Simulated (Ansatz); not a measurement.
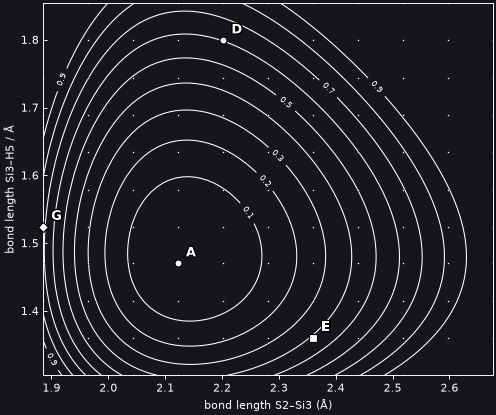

H4OSSi, SMILES OS[SiH3]. The first coordinate is: bond length S2–Si3; the second: bond length Si3–H5. Nothing is relaxed (all other coordinates rigid). The grid has 11 × 11 points. Points are written as (first, second). Energies: eV, counted from the relaxed molecule at the same level. Level of theory: RKS r2SCAN-D4/def2-TZVP in Ansatz 0.2.0.

The picture shows contour lines labelled in eV (none above 0.9), dots at the grid points, lettered points. Between grid points the surface is interpolated.

What kind of point is each of A, D, E: minimum, saddle, maximum or slope?

Answer. A: minimum; D: on a slope; E: on a slope. (In these two coordinates alone; a stationary point may lie a little off the grid point.)

Rank the lettered points by energy, lowest first.

Answer. A (0.0045 eV), E (0.41 eV), D (0.60 eV), G (0.73 eV).
